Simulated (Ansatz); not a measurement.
**SbP (model cell, started as layered BN type): following an unstable mode**

Aim: this structure of SbP (model cell, started as layered BN type) is to be tested for unstable modes, and one is followed downhill.

Method: DFT LDA, scalar-relativistic, plane waves, PAW, in Ansatz 0.2.0.

The structure was built from a prototype and need not be the compound's stable phase.

## 1. The structure

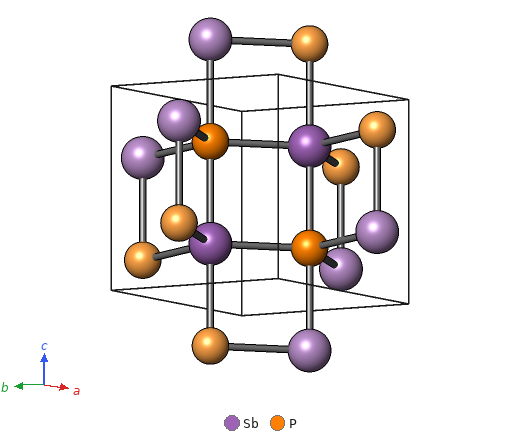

The cell as given, from a free direction (antimony purple, phosphorus orange). Some periodic images of atoms are drawn too.

## 2. Phonons on a q mesh

The cell comes from relaxations at this level that are not shown. The mesh has a single point along some directions, so zone-edge points there are not solved. Linear response on a 2×2×1 q mesh gives force constants as far as a supercell of that size would.

The input, input.yaml:

```yaml
crystal:
  lattice:
    - [4.6517605951, -3.0644e-06, 0.0]
    - [-2.3258776437, 4.0285443799, 0.0]
    - [0.0, 0.0, 5.5486638842]
  atoms:
    - { symbol: Sb, position: [0.3333333333, 0.6666666667, 0.25] }
    - { symbol: Sb, position: [0.6666666667, 0.3333333333, 0.75] }
    - { symbol: P, position: [0.6666666667, 0.3333333333, 0.25] }
    - { symbol: P, position: [0.3333333333, 0.6666666667, 0.75] }
kpoints:
  mp_grid: { grid: [10, 10, 6] }
hamiltonian:
  xc: lda
scf:
  occupations: { method: methfessel_paxton, width: 0.15 }
output:
  eigenvalues: true
phonons:
  method: dfpt
  qmesh: [2, 2, 1]
  temperatures: { t_max: 1000, t_step: 50 }
  qpath:
    path:
      - [[0.0, 0.0, 0.0], [0.5, 0.0, 0.0], [0.33333333, 0.33333333, 0.0], [0.0, 0.0, 0.0], [0.0, 0.0, 0.5], [0.5, 0.0, 0.5], [0.33333333, 0.33333333, 0.5], [0.0, 0.0, 0.5]]
      - [[0.5, 0.0, 0.5], [0.5, 0.0, 0.0]]
      - [[0.33333333, 0.33333333, 0.5], [0.33333333, 0.33333333, 0.0]]
    npoints: 10
```

The run is started by

```bash
> ansatz run input.yaml --threads 4 --pin off --max-ram 7168MiB --backend cpu --events-out ev --progress --plain --runs-dir out
```

Numbers of over 12 decimals in the logs are rounded to 6 here.

What it wrote:

```text
Engine: ansatz 0.2.0, aarch64-unknown-linux-gnu
Pseudopotentials: kind: paw
Pseudopotential: Sb, paw, valence charge 15, recommended cutoff 420 eV (normal), Sb.paw.azcp
Pseudopotential: P, paw, valence charge 5, recommended cutoff 420 eV (normal), P.paw.azcp
Functional definition: SPW92
  exchange = slater_x
  correlation = pw_c
Crystal: 4 atoms, lattice volume = 103.981 Å³
Basis set: ecut = 420 eV, 2029 PW (Γ), exchange–correlation on 64×64×80 points (8 copies of the dense FFT grid, shifted against one another)
Bands: 24, of which v1, the nominal top of the filled ones, is band 20 counted from 1 (19 counted from 0)
Symmetry: 24 space group operations
k-points: 56 of 600
Non-local potential: Sb, projectors of the file, l = 0: 2, l = 1: 2, l = 2: 2, l = 3: 2
Non-local potential: P, projectors of the file, l = 0: 2, l = 1: 2, l = 2: 2
PAW form: soft (Blöchl's): semilocal exchange-correlation on the pseudo side does not see the compensation charge
PAW frozen core: Sb, regenerated for the run's functional, and the local potential with it (the file was generated under x = pbe(κ = 0.804, μ = 0.219515), c = pbe(β = 0.066725))
PAW frozen core: P, regenerated for the run's functional, and the local potential with it (the file was generated under x = pbe(κ = 0.804, μ = 0.219515), c = pbe(β = 0.066725))
PAW one-centre angular grid: Sb, 590 points (default); XC on 64 Gauss nodes
PAW one-centre angular grid: P, 110 points (default); XC on 64 Gauss nodes
Initial density: superposition of atomic densities (neutral atoms: chi_scale 0, normalization atom), corrected by the library's trained network
Initial wavefunctions: pseudopotential atomic-orbital guess
Functional: x = slater, c = lda
SCF iter   1: F=—  HF=-14122.346411 eV  |F-HF|=—  |Δ(HF+E_count)|=         —  Δρ=6.48e-3  dr2=4.44e-2  ethr=1.77e-3  ⟨swp⟩=8.4  Hψ=15311  notcnv=0
automatic band count: the SCF goes on with 28 bands, as 24 were too few: they end inside the smearing window of the response
preconditioner: auto → LDOS  [metal: Δε(μ)=0.035 eV  Ē_g=9.250 eV  σ=0.150 eV  W_gap=0.20  n_scr=22 (ndim 8)  ℏωp=16.3 eV  f_vac=0.049  D(μ)=2.00/eV (n_scr^D=8)  β→1.0]
SCF iter   2: F=—  HF=-14122.329698 eV  |F-HF|=—  |Δ(HF+E_count)|=   1.67e-2  S|Δr|=    0.00e0  Δρ=7.48e-4  dr2=5.53e-4  ethr=1.11e-4  ⟨swp⟩=2.4  Hψ=2446  notcnv=0
SCF iter   3: F=—  HF=-14122.329533 eV  |F-HF|=—  |Δ(HF+E_count)|=   1.64e-4  S|Δr|=    0.00e0  Δρ=4.43e-4  dr2=1.37e-4  ethr=1.38e-6  ⟨swp⟩=2.5  Hψ=2653  notcnv=0
SCF iter   4: F=—  HF=-14122.329449 eV  |F-HF|=—  |Δ(HF+E_count)|=   8.44e-5  S|Δr|=    0.00e0  Δρ=7.43e-5  dr2=6.48e-6  ethr=3.42e-7  ⟨swp⟩=2.0  Hψ=2583  notcnv=0
SCF iter   5: F=—  HF=-14122.329446 eV  |F-HF|=—  |Δ(HF+E_count)|=   2.66e-6  S|Δr|=    0.00e0  Δρ=1.42e-5  dr2=3.57e-7  ethr=1.62e-8  ⟨swp⟩=2.1  Hψ=2599  notcnv=0
SCF iter   6: F=—  HF=-14122.329445 eV  |F-HF|=—  |Δ(HF+E_count)|=   1.56e-6  S|Δr|=    0.00e0  Δρ=2.07e-6  dr2=7.45e-9  ethr=8.93e-10  ⟨swp⟩=2.1  Hψ=1872  notcnv=0
SCF iter   7: F=—  HF=-14122.329445 eV  |F-HF|=—  |Δ(HF+E_count)|=   1.08e-9  S|Δr|=    0.00e0  Δρ=4.04e-7  dr2=3.02e-10  ethr=1.86e-11  ⟨swp⟩=2.3  Hψ=2140  notcnv=0
SCF iter   8: F=-14122.329445 eV  HF=-14122.329445 eV  |F-HF|=0.00e0  |Δ(HF+E_count)|=  2.18e-11  S|Δr|=    0.00e0  Δρ=8.71e-8  dr2=7.00e-12  ethr=1.00e-12  ⟨swp⟩=10.8  Hψ=10255  notcnv=0
SCF 1 converged in 8 iterations: F = -14122.329445 eV  dr2 = 7.00e-12
  greatest PAW one-centre occupation: 0.998 electrons in one spin orbital (limit 2), on the Sb atom at site 1 (counted from 0), in its partial waves of l = 2
phonons: the bands overlap, so this run is a metal and interpolates without the dipole-dipole term. If the crystal is really an insulator or semiconductor, its LO-TO splitting is missing
NSCF: frozen V_eff on 56 k-points
WARN: eigensolver did not converge in 10 slots of this pass, the one above among them; of largest residual over every band (k=52): 1 band(s) unlocked (lowest unlocked band 27, counted from 0; max residual 5.03e-3 eV among the unlocked bands, 5.03e-3 eV over every band); of lowest unlocked band (k=12): band 27
NSCF: frozen V_eff on 208 k-points
DFPT response loops at q = (0, 0, 0) (fractional): preconditioner auto → Kerker (q_TF=auto, 2.327 Å⁻¹) (partly filled bands, converged f_vac=0.050); β = 1.00, the filter's whole step (`scf.mixing.beta` (0.50) is not read by the response loops under this deck's `scf.mixing.preconditioner`; to damp them name `kerker` or `kerker_dos`, under which they read `scf.mixing.beta`, and type it under 1.00, their step now; both keys bind the ground state too); Broyden in place of MSR1
NSCF: frozen V_eff on 416 k-points
DFPT response loops at q = (0, -0.5, 0) (fractional): mixed as the last ones told, above
SCF converged after 8 iterations
Stability not checked: this state was not tested for a lower state beside it, because cold or Methfessel-Paxton smearing, or corrected tetrahedra, fill the levels in a way that the test cannot read (fill_not_monotonic; see scf.lower_state_search)
Free energy (F): -14122.329445 eV
Harris-Foulkes:  -14122.329445 eV  (|F-HF|=0.00e0)
Internal energy: -14122.330658 eV  (E = F + TS)
E sigma→0 (E₀):  -14122.329748 eV
Entropy (-TS):   0.001214 eV (0.303 meV/atom)
Fermi energy:    8.169121 eV
--- Per-component energies (eV) ---
  E_band       = -379.107780
  E_kinetic    = 556.239700
  E_local      = -3758.081316  (includes V_loc(G=0)·N_el)
  E_nonlocal   = 803.458008
  E_hartree    = 1670.316011
  E_xc         = -397.547818
  E_vxc        = -315.666985  (∫ρ·V_xc dr)
  E_paw        = -9932.518590  (= ΣΔE_a)
  E_vpaw       = -1005.689312  (= ΣTr[D̂ρ^β])
  E_aug_tail   = 0.000002  (compensation charges beyond the density's cutoff)
  E_ewald      = -3065.549007
  E_core_change = 1.352350  (= ΣΔE_core)
  E_smearing   = 0.001214  (= −TS)
  E_closure    = 0.000000  (closes the sum)
  Σ components = -14122.329445   (vs F -14122.329445, Δ=0.00e0)
--- Band table (eV; the first three rows and the last of 56) ---
  k-point 0: bands = [... 16 lower, 4.0149, 5.8940, 5.9704, 5.9704, 7.9175, 7.9175, 10.5657, 10.5657, ... 4 higher]
  k-point 1: bands = [... 16 lower, 3.7811, 5.7491, 5.7491, 6.8780, 8.0044, 8.0044, 10.2325, 10.2325, ... 4 higher]
  k-point 2: bands = [... 16 lower, 4.1078, 5.2155, 5.2155, 8.1854, 8.3093, 8.3093, 9.0694, 9.5360, ... 4 higher]
  k-point 55: bands = [... 16 lower, 6.9414, 6.9414, 8.0113, 8.0113, 8.8033, 8.8033, 9.3766, 9.3766, ... 4 higher]
--- Phonons (Γ-DFPT): 4 representative perturbations + reference (Σ response iterations 12) ---
  ASR residual: 2.972e-5 → 0.000e0 eV/Å²; symmetrization residual: 3.558e-5 eV/Å²
  ASR residual per site (eV/Å²): 2.97e-5 2.97e-5 2.48e-5 2.48e-5
  Γ frequencies (cm⁻¹): -165.72 0.00 0.00 0.00 19.59 19.59 91.84 152.82 152.82 184.06 184.06 246.79
--- Phonons (arbitrary-q DFPT): 2 irreducible q on the 2×2×1 mesh ---
  q = [0.0000, 0.0000, 0.0000] (star 1, of the zone-centre solve; hermiticity 1.60e-5, symmetrization 3.14e-7): -165.72 -0.00 -0.00 0.00 19.59 19.59 91.84 152.82 152.82 184.06 184.06 246.79
  q = [0.0000, -0.5000, 0.0000] (star 3, 6 solved perturbations in 1080 linear systems a pass and spin channel, the states on 208 of 600 k-point pairs; hermiticity 8.73e-5, symmetrization 1.23e-5): -80.28 54.18 56.92 61.80 76.33 92.17 101.40 118.64 152.57 153.26 167.57 208.36
  sum rule: each row above includes the acoustic sum rule's correction from the zone centre's row sums; it moved no ω² by more than (0.47 cm⁻¹)²
  mesh force constants: q→R imaginary residual 1.24e-17; ASR residual 2.972e-5 → 0.000e0 eV/Å²; symmetrization residual 3.553e-15 eV/Å²
  interpolated dispersion: 93 rows × 12 modes
  density of states and harmonic sums: on the 16×16×11 q-mesh, interpolated from the force constants of a 2×2×1 supercell (no non-analytic term)
  largest difference from the sums on the solved wave vectors: F 2.09e-1 eV, S 2.88e-4 and C_V 8.26e-5 eV/K
  zero-point energy: 0.075909 eV/cell   skipped modes (ω ≤ 0): 165, of them read as no rigid motion or as one in doubt: 162 (8.239e-1 modes/cell left out, lowest -165.72 cm⁻¹)   left out of the sums: 6.87e-2 of the cell's modes: C_V's classical limit lies that fraction below 3 k_B per atom; for a crystal, a wire or a layer, F and S can be off by more, and a phonons.interpolated_qmesh denser along its periods is the remedy for the sampling
```

Elapsed: 3.4 min, on 4 threads of Arm Neoverse N1, shared host; peak memory 1.6 GiB.

This step gave:

```yaml
volume_per_atom: 26.00 Å³
gap_on_the_k_mesh: 0 eV
sum_rule_residual_before_enforcement: 2.97e-5 eV/Å²
point_group: 6/mmm
highest_optical_mode_at_the_zone_centre_no_lo_to_term: 246.8 cm⁻¹
lowest_optical_zone_centre_mode: -165.7 cm⁻¹
lowest_mode_on_the_q_mesh_acoustic_modes_at_gamma_apart: -165.7 cm⁻¹
highest_frequency_at_a_solved_wavevector_no_lo_to_term_at_gamma: 246.8 cm⁻¹
```

Frequencies (cm⁻¹) solved at each irreducible wavevector; negative means imaginary. Frequencies by wavevector, by row:

```
q in reciprocal lattice units  star  mode 1  mode 2  mode 3  mode 4  mode 10  mode 11  mode 12
                        0 0 0     1  -165.7       0       0       0    184.1    184.1    246.8
                     0 -0.5 0     3   -80.3    54.2    56.9    61.8    153.3    167.6    208.4
```

Symmetry leaves 2 wavevectors to solve. The lowest mode among them, the acoustic zeros apart, lies at Γ and is imaginary, 165.7i cm⁻¹, so the energy falls along it.

## 3. The mode frozen in, largest atomic shift 0 Å

The mode followed lies at Γ with frequency 165.7i cm⁻¹, the softest among the wavevectors solved. At small amplitude the distorted cell has space group no. 186 by a symmetry search on the positions. The undistorted cell that holds it gives the zero of energy on the same k mesh.

input.yaml, the sections that differ from step 2:

```yaml
output:
  forces: true
  stress: true
  eigenvalues: true
# crystal, kpoints, hamiltonian, scf: as in step 2
# phonons: removed
```

What it wrote:

```text
[...]
Crystal: 4 atoms, lattice volume = 103.981 Å³
Basis set: ecut = 420 eV, 2029 PW (Γ)
Bands: 24, of which v1, the nominal top of the filled ones, is band 20 counted from 1 (19 counted from 0)
Symmetry: 24 space group operations
[...]
k-points: 56 of 600
[...]
P = ⅓ Tr σ = -0.0003 GPa (-0.003 kbar)
--- Band table (eV; the first three rows and the last of 56) ---
  k-point 0: bands = [... 16 lower, 4.0149, 5.8940, 5.9704, 5.9704, 7.9175, 7.9175, 10.5657, 10.5657]
  k-point 1: bands = [... 16 lower, 3.7811, 5.7491, 5.7491, 6.8781, 8.0044, 8.0044, 10.2325, 10.2325]
  k-point 2: bands = [... 16 lower, 4.1078, 5.2155, 5.2155, 8.1855, 8.3093, 8.3093, 9.0694, 9.5360]
  k-point 55: bands = [... 16 lower, 6.9414, 6.9414, 8.0113, 8.0113, 8.8033, 8.8033, 9.3766, 9.3766]
[key lines of the parts left out:]
SCF converged after 6 iterations
Free energy (F): -14122.329443 eV
Fermi energy:    8.169117 eV
```

Elapsed: 3.5 s, on 4 threads; peak memory 0.43 GiB.

Numbers from this step:

```
pressure                         : -2.82e-4 GPa
energy from the undistorted cell : 0 meV/atom
```

The run ends at a pressure of 0.00 GPa.

## 4. The mode frozen in, largest atomic shift 0.14 Å

The atoms are moved along the unstable eigenvector, the largest shift by 0.14 Å, with the cell fixed.

The input, input.yaml:

```yaml
crystal:
  lattice:
    - [4.6517605951, -3.0644e-06, 0.0]
    - [-2.3258776437, 4.0285443799, 0.0]
    - [0.0, 0.0, 5.5486638842]
  atoms:
    - { symbol: Sb, position: [0.3333333333, 0.6666666667, 0.2435815681] }
    - { symbol: Sb, position: [0.6666666667, 0.3333333333, 0.7435815681] }
    - { symbol: P, position: [0.6666666667, 0.3333333333, 0.2752312994] }
    - { symbol: P, position: [0.3333333333, 0.6666666667, 0.7752312994] }
kpoints:
  mp_grid: { grid: [10, 10, 6] }
hamiltonian:
  xc: lda
scf:
  occupations: { method: methfessel_paxton, width: 0.15 }
output:
  forces: true
  stress: true
  eigenvalues: true
  write_density: true
  write_potential: true
  elf: true
  volumetric_format: npy
```

What it wrote:

```text
[...]
Crystal: 4 atoms, lattice volume = 103.981 Å³
Basis set: ecut = 420 eV, 2029 PW (Γ)
Bands: 24, of which v1, the nominal top of the filled ones, is band 20 counted from 1 (19 counted from 0)
Symmetry: 12 space group operations
[...]
k-points: 56 of 600 (time reversal used)
[...]
P = ⅓ Tr σ = 0.8040 GPa (8.040 kbar)
--- Band table (eV; the first three rows and the last of 56) ---
  k-point 0: bands = [... 16 lower, 4.0448, 5.7666, 6.0144, 6.0144, 7.8669, 7.8669, 10.5987, 10.5987]
  k-point 1: bands = [... 16 lower, 3.7727, 5.7802, 5.7802, 6.7544, 7.9680, 7.9680, 10.2579, 10.2579]
  k-point 2: bands = [... 16 lower, 4.1533, 5.2277, 5.2277, 7.8936, 8.2947, 8.2947, 9.4191, 9.5491]
  k-point 55: bands = [... 16 lower, 6.6017, 6.6017, 8.3120, 8.3120, 8.7152, 8.7152, 9.5484, 9.5484]
[key lines of the parts left out:]
SCF converged after 7 iterations
Free energy (F): -14122.373125 eV
Fermi energy:    8.190813 eV
```

The job ended after 8.1 s (4 threads; peak memory 0.42 GiB).

Numbers from this step:

- pressure: 0.8040 GPa
- energy from the undistorted cell: -10.81 meV/atom

The energy, extrapolated to zero smearing, is -10.81 meV/atom against the undistorted cell.

The run ends at a pressure of 0.80 GPa, with forces up to 0.097 eV/Å.

## 5. Energy along the mode, all amplitudes (two of the runs are shown above)

An imaginary frequency means negative curvature, so the energy should fall and then rise again as anharmonic terms take over.

Numbers from this step:

- depth at the lowest point sampled: 10.81 meV/atom
- largest atomic shift at that point: 0.14 Å

Energy from the parent against largest atomic shift:

```
largest atomic shift (Å)  energy from the parent (meV/atom)
                   0.000                                  0
                   0.040                              -1.46
                   0.080                              -5.05
                   0.140                              -10.8
                   0.220                              -5.86
                   0.320                               47.5
```

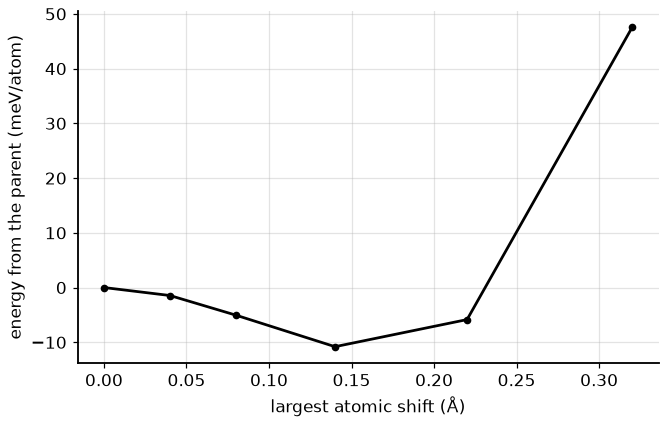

Energy from the parent, plotted against largest atomic shift.

Displacement at unit largest shift by atom:

```
atom  x (Å)  y (Å)  z (Å)  size
 Sb1   0.00   0.00  -0.25  0.25
 Sb2   0.00   0.00  -0.25  0.25
  P3   0.00   0.00   1.00  1.00
  P4   0.00   0.00   1.00  1.00
```

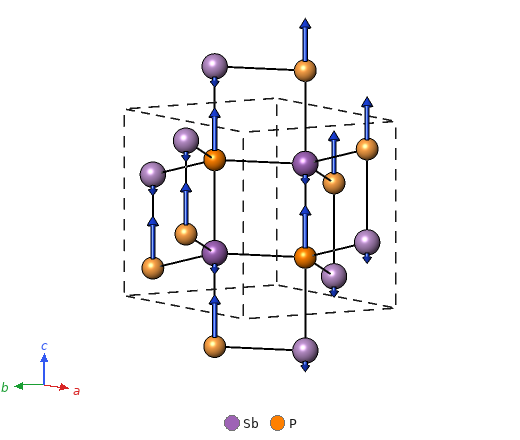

Displacement at unit largest shift as arrows, the longest 1 Å. Some periodic images of atoms are drawn too.

The lowest of the steps tried is at 0.14 Å, 10.8 meV/atom below the parent; the bottom of the well need not coincide with a step.

(Continued in part 2 of 2.)

[Logs are printed without paths, hosts, clocks, repeated set-up lines and the standing remarks that a program may print on its own settings, such as how far it seeks lower states.]

[Hosts, paths, dates, database ids (printed as entryN), source tags and the programs' standing remarks are cut or masked in the printed files.]
